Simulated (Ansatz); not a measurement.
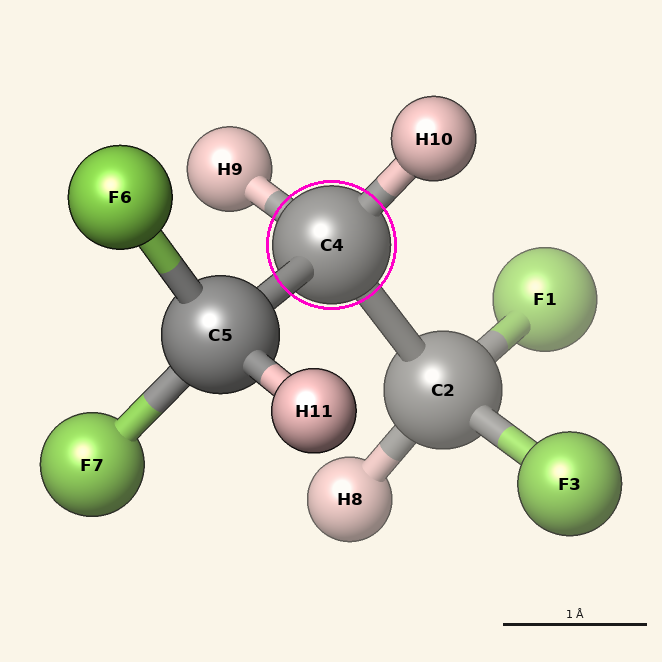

Orthographic view. Distant atoms are faded towards the background colour. The computed structure is the end point of a PBE-D4/def2-SVP optimisation. No frequency run is at hand to confirm it as a minimum.

**Which atoms are bonded to the circled atom?**

The circled atom is C4; it is bonded to C2, C5, H9, H10.

**Of C4 and C5, which is nearer the viewer?**

C5; the bond to C4 points away from the viewer, so it looks shorter than its 1.52 Å.

**Which atom is farthest from the viewer?**

F1, 1.9 Å behind the mean position.

**Which two atoms are farthest apart in space?**

F1 and F6, 4.72 Å.
